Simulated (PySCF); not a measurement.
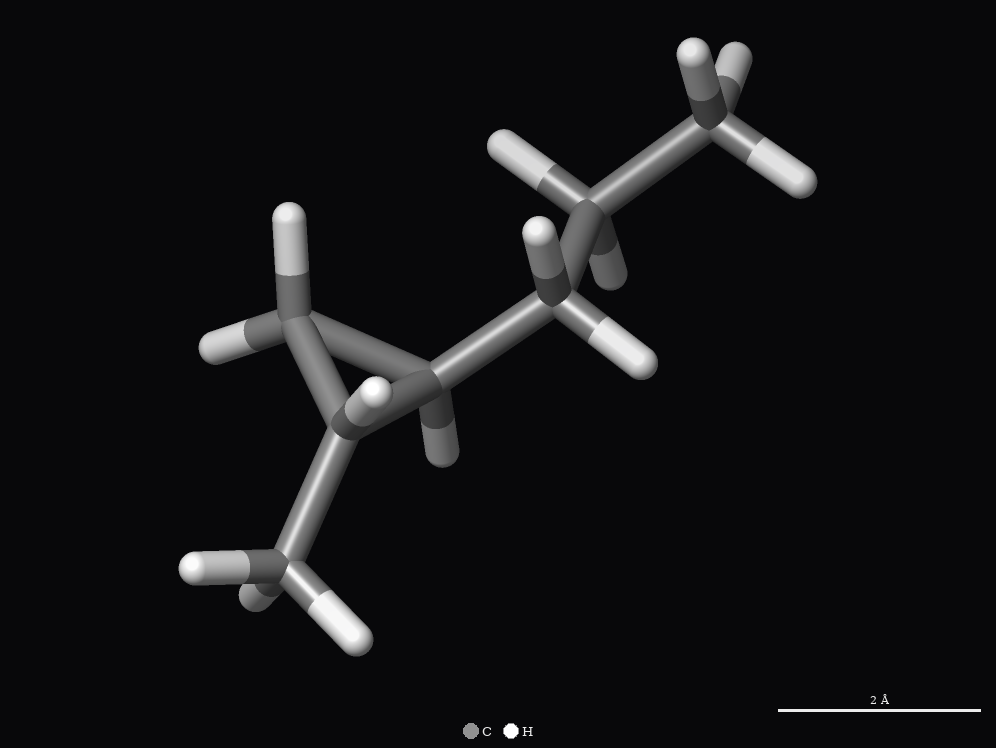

Stick drawing of a structure.

The computed structure is the end point of a GFN2-xTB optimisation. No frequency run is at hand to confirm it as a minimum.

Identify the structure.

The molecule is C₇H₁₄. As SMILES it reads `CCC[C@@H]1C[C@H]1C`. Independent rings (smallest set): 1 of 3 members. This geometry has C1 symmetry. Coordination, clear cases only: 4 C tetrahedral.

The parts below concern this one geometry. Atoms keep their numbers from picture to picture.

**Ring current**

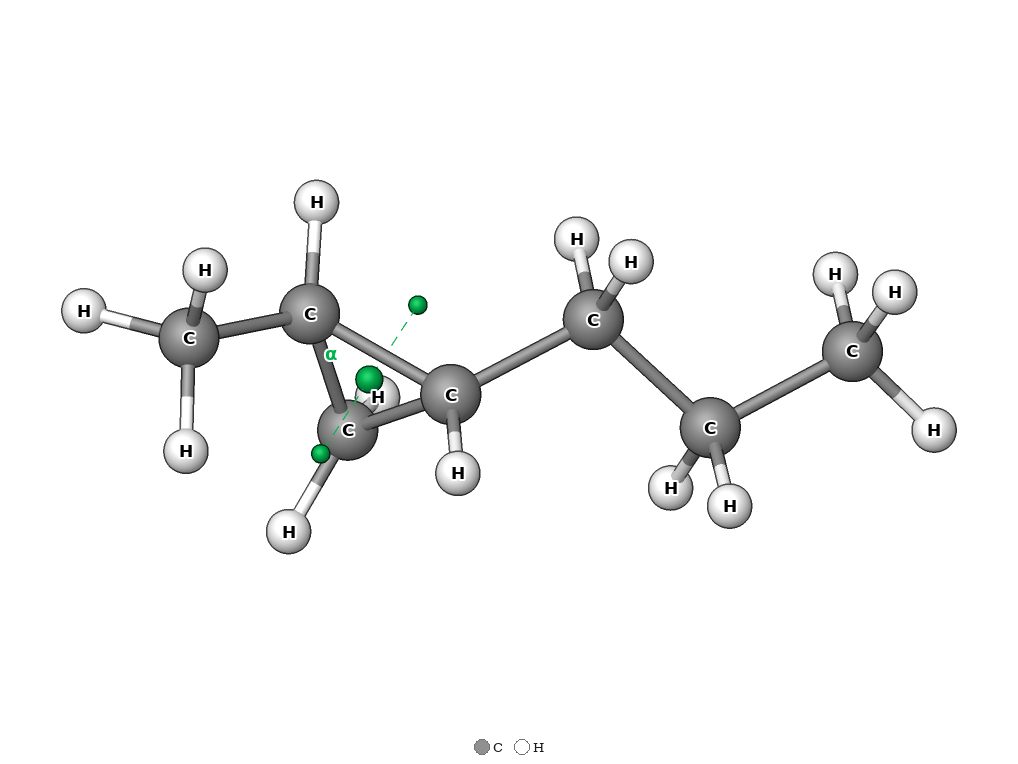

The small points mark where nucleus-independent chemical shifts (NICS) were computed: at the centre of each lettered ring and 1 Å above and below it. No frequency run is at hand to confirm it as a minimum. Method: GIAO PBE0/pcSseg-1 NMR shielding, non-relativistic, gas phase (PySCF 2.14.0).

Give NICS(0), NICS(1) and the out-of-plane component NICS(1)zz for each ring (means of the two sides).

| ring | members | NICS(0) | NICS(1) | NICS(1)zz |
| --- | --- | --- | --- | --- |
| α | C3 | −44.2 | −8.7 | −21.8 |

Values in ppm.

**NMR shielding**

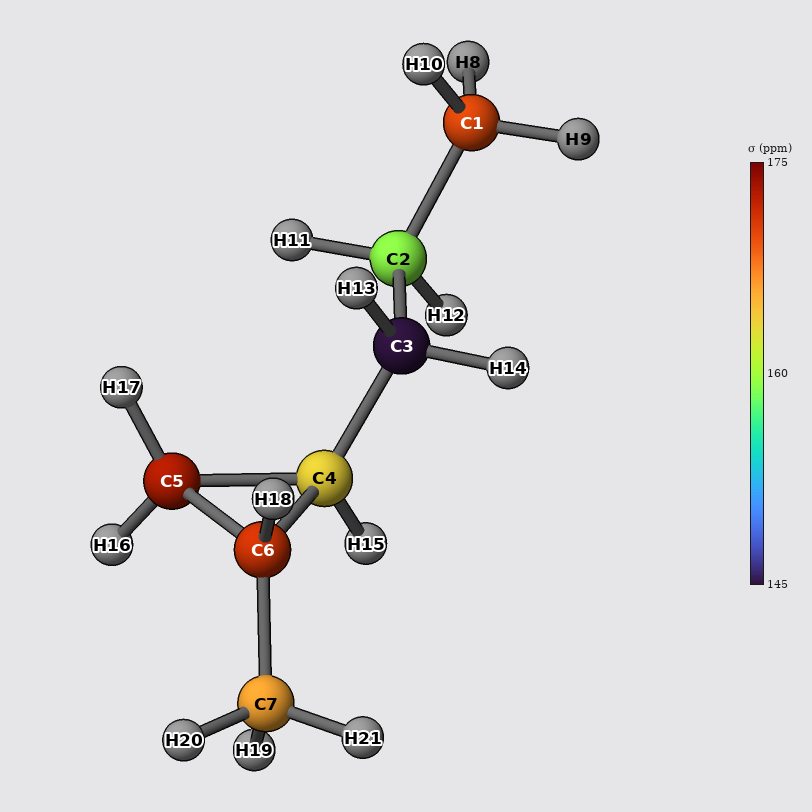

Atoms are coloured by their isotropic NMR shieldings (C only, the others grey). No frequency run is at hand to confirm it as a minimum. Properties computed with GIAO PBE0/pcSseg-1 NMR shielding, non-relativistic, gas phase (PySCF 2.14.0).

List the isotropic NMR shieldings of the C atoms.

```
atom  σ (ppm)
  C1    169.7
  C2    159.2
  C3    145.2
  C4    163.5
  C5    172.5
  C6    170.8
  C7    165.9
```

**Electronic properties**

No frequency run is at hand to confirm it as a minimum. Level of theory: PBE0/def2-SVPD, gas phase (PySCF 2.14.0). Excitations: vertical, linear response.

Predict the main results.

- dipole moment: 0.09 D
- HOMO energy (Kohn–Sham orbital): −7.57 eV
- LUMO energy (Kohn–Sham orbital): 0.91 eV
- HOMO–LUMO gap: 8.48 eV
- mean static polarisability: 83.7 bohr³
- lowest vertical singlet excitation: 7.42 eV
- its oscillator strength: 0.014
